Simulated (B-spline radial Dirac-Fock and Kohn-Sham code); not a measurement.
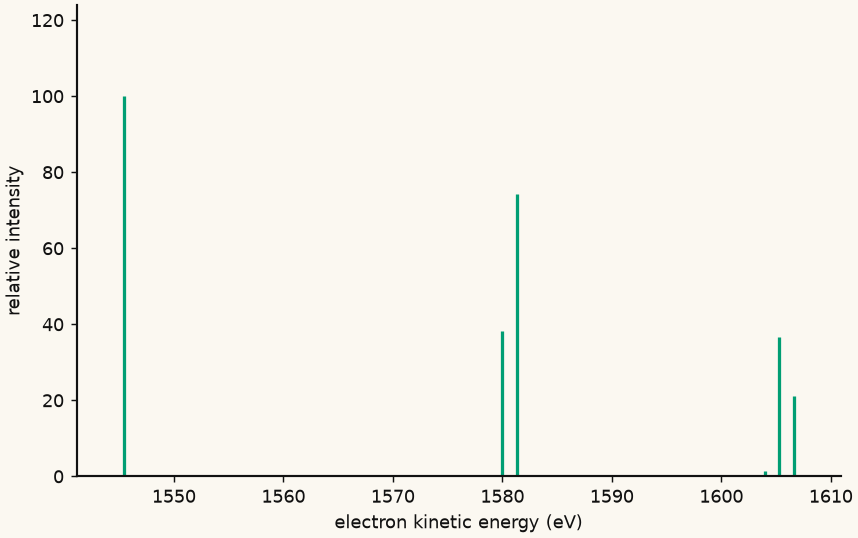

**Figure.** Auger groups that fill a K (1s) hole, as sticks. Kinetic energies count from the vacuum level; very weak lines are left out. The figure is for P⁹⁺ ([He] 2s2 2p2). Level of theory: independent-particle Coulomb rates on relativistic LDA orbitals, configuration-average energies from Dirac–Fock; calculated with a radial B-spline solver.

Summarise the result.

The strongest group is K-L1L1 at 1.545 keV (37 % of the non-radiative width), followed by K-L1L3 at 1.581 keV (27 %), K-L1L2 at 1.580 keV (14 %), K-L2L3 at 1.605 keV (13 %). The lines shown span 1.545 keV to 1.607 keV.
